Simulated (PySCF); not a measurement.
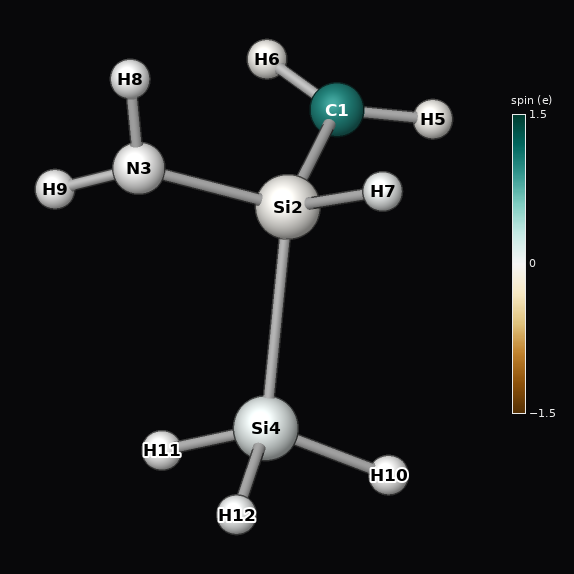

Atoms are coloured by their Mulliken spin populations. State: neutral, doublet. The geometry was computed by an optimisation with GFN2-xTB. No frequency run is at hand to confirm it as a minimum. Method: UKS B3LYP, pcH-1 on C H N Si, non-relativistic (PySCF 2.14.0).

### Which atom carries the largest spin population?

C1 (1.02 e).

### Which atom has the lowest spin population?

Si2, H5, H6 (−0.04 e); a negative value comes from spin polarisation.

Give the Mulliken spin populations atom by atom.

```
atom  value (e)
  C1       1.02
 Si2      −0.04
  N3       0.00
 Si4       0.06
  H5      −0.04
  H6      −0.04
  H7       0.03
  H8       0.00
  H9       0.00
 H10       0.00
 H11       0.00
 H12       0.02
```

Mulliken values depend strongly on the basis set. The geometry is semi-empirical. Around Si such bond lengths and angles can be off by a tenth of an ångström or more and by several degrees, and values that hang on the shape move with them.
